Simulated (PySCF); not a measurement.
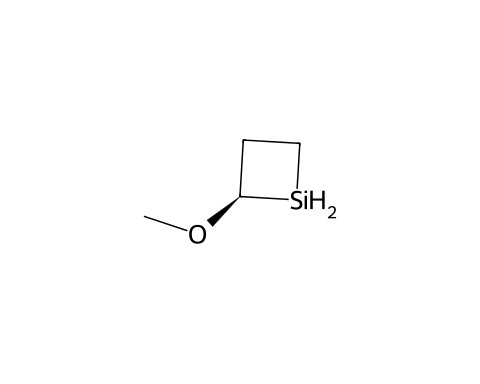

The picture comes from a calculation with PySCF.

> Give its SMILES.

CO[C@H]1CC[SiH2]1

> Give the formula, hydrogens included.

C4H10OSi.

> An optimisation with PBE0-D3(BJ)/def2-SVP gave a structure of which point group?

C1.
